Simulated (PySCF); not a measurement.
# C7H16 (2-methylhexane): the cost of one run

Computed with PySCF 2.14.0 and routines of our own; the level stands in each step. Atoms count from 0.

### Step 1. The system as given

23 atoms, charge 0, multiplicity 1; geometry from: GFN2-xTB.

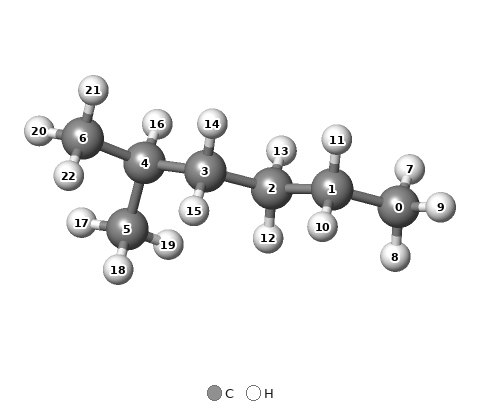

The starting geometry (carbon grey, hydrogen white).

### Step 2. Magnetic properties: GIAO B3LYP/pcSseg-1

Job settings and geometry (Å):

```
{"job": {"kind": "mag", "xc": "B3LYP", "basis": "pcSseg-1", "isotopologues": 2}, "charge": 0, "multiplicity": 1}
C      3.431733    -0.136291    -0.451963
C      2.216100     0.251440     0.381008
C      0.908057    -0.022896    -0.358479
C     -0.308320     0.362217     0.481095
C     -1.643096     0.234228    -0.261368
C     -1.944650    -1.212415    -0.646353
C     -2.772374     0.783036     0.609444
H      3.453834     0.429492    -1.380902
H      3.403771    -1.195419    -0.698872
H      4.350655     0.064167     0.094020
H      2.223983    -0.311197     1.317689
H      2.273403     1.313109     0.633003
H      0.864791    -1.083397    -0.612606
H      0.896392     0.544434    -1.292727
H     -0.191023     1.399936     0.804999
H     -0.338977    -0.259184     1.379618
H     -1.588348     0.833644    -1.177757
H     -2.929352    -1.282474    -1.103636
H     -1.930851    -1.849223     0.235900
H     -1.215865    -1.589986    -1.358399
H     -3.723919     0.721644     0.086314
H     -2.590353     1.823525     0.868967
H     -2.850345     0.208596     1.530187
```

With the program's defaults for keys left out, this is: GIAO B3LYP/pcSseg-1 magnetisability, rotational g tensor and spin-rotation constants, non-relativistic, gas phase.

Run with:

```console
$ OMP_NUM_THREADS=1 python excited_run.py task.json out
```

This one command runs all jobs of the session in turn.

Q: Estimate the wall time and peak memory of this first job on 1 thread of Arm Neoverse V1, shared host.

About 40 s, with a peak of 1 GiB.
